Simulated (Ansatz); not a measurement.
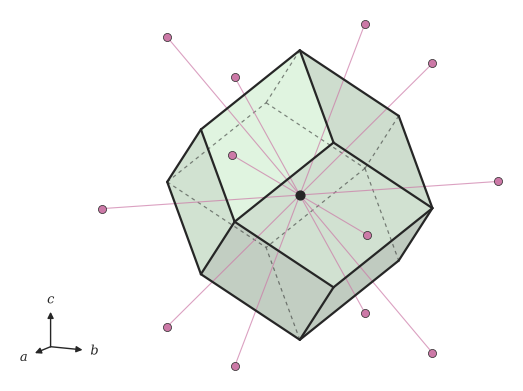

For GaB5, the geometry relaxed with Ansatz 0.2.0, DFT PBE, scalar-relativistic, plane waves, PAW; the starting structure was generated, so it need not be a known form of this composition: the Wigner–Seitz cell of the crystal's lattice, with lines to the lattice points that define its faces. Symmetry computed with spglib at a tolerance of 0.002 Å; standard conventional cell.

a = 7.171 Å, b = 7.171 Å, c = 7.171 Å, α = 90.00°, β = 90.00°, γ = 90.00°; space group No. 216, F-43m.

> Describe the polyhedron.

A rhombic dodecahedron: 12 faces (12 with 4 edges), 24 edges, 14 vertices. Its volume is that of the primitive cell, 92.2 Å³.

> Which lattice vectors do the faces bisect?

```json
{"example": "1/2 a + 1/2 b", "length (Å)": "5.07", "faces": "12", "edges of each": "4", "area (Å²)": "9.1"}
```
